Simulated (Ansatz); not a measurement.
AlH₄ (SMILES [AlH4-]) (charge −1)

```xyz
5

Al    0.0000    0.0000   -0.0006
H     1.4604   -0.5102    0.5625
H    -1.1970   -0.6116    0.9499
H    -0.2060   -0.5230   -1.5481
H    -0.0574    1.6448    0.0364
```

Geometry: PBE0-D4/def2-TZVPD.

Theory: RKS PBE0-D4/def2-TZVPPD (Ansatz 0.2.0).

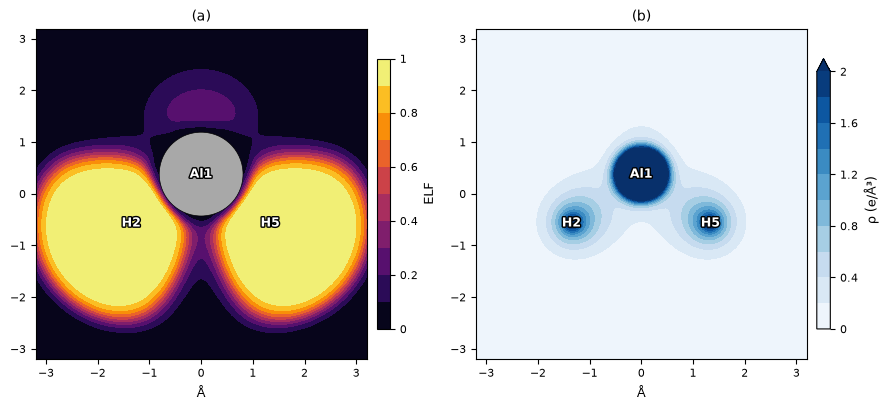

Figure 1. (a) ELF; (b) electron density on the plane of atoms H2, Al1 and H5. Grey discs cover the atomic cores in the ELF map.

Interpret the plot.

Answer. The section cuts through Al and H sites. Al–H (1.65 Å): ρ at the midpoint is about 0.46 e/Å³; the ELF climbs to about 1 towards the hydrogen.

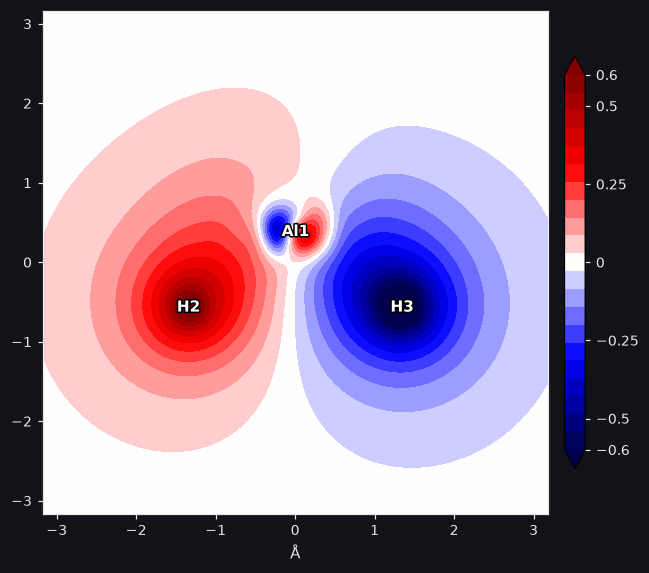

Figure 2. The HOMO on the plane of atoms H2, Al1 and H3 (values in Å⁻³ᐟ²; the overall sign is arbitrary).

Describe this orbital and give its energy.

Answer. Its weight (Hirshfeld) is mainly on H3 (about 40 %), Al1 (about 35 %) and H2 (about 25 %). It is one of a degenerate set, so its orientation is arbitrary. Its energy is −2.33 eV.
